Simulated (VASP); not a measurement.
```yaml
crystal:
  lattice:
    - [3.90927, 0.00000, 0.00000]
    - [0.00000, 3.90927, 0.00000]
    - [0.00000, 0.00000, 3.90927]
  atoms:
    - { symbol: Ti, position: [0.00000, 0.00000, 0.00000] }
    - { symbol: Pt, position: [0.00000, 0.50000, 0.50000] }
    - { symbol: Pt, position: [0.50000, 0.00000, 0.50000] }
    - { symbol: Pt, position: [0.50000, 0.50000, 0.00000] }
```

Computed with vdW-DF-cx, VASP's PBE PAW potentials (set 64) (plane waves; VASP). Settings: 520 eV cut-off, 9×9×9 Γ-centred mesh, tetrahedra with Blöchl corrections, potentials Ti_sv Pt.

Unless said otherwise, spin-orbit coupling is left out, though it shifts the bands of the heavy elements here.

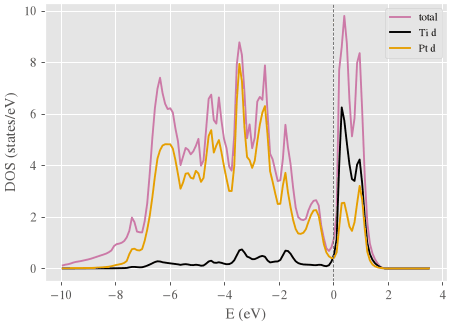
Total and projected density of states, zero at the Fermi level

Within 2 eV below the Fermi level the largest weight inside VASP's projection spheres is Pt d.

It has no gap at this level: it comes out as a metal or semimetal.

The compound is Pt3Ti in the L1_2 structure. It was relaxed first.
